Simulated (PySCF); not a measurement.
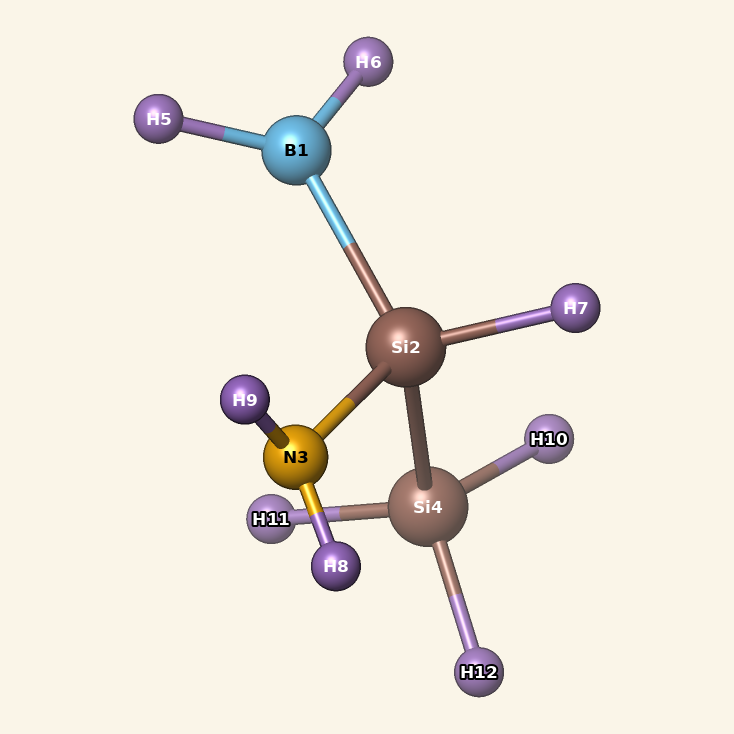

Depth is shown by fading: the farther an atom, the more it takes the colour of the background. The geometry was computed by an optimisation with PBE0-D3(BJ)/def2-SVP. No frequency run is at hand to confirm it as a minimum.

> Which atoms or bonds are stereogenic?

Centres: Si2.

> What are the Cahn–Ingold–Prelog descriptors?

Si2: S (priorities Si4 > N3 > B1 > H7).

> Give a SMILES with the stereochemistry.

B[Si@@H](N)[SiH3]
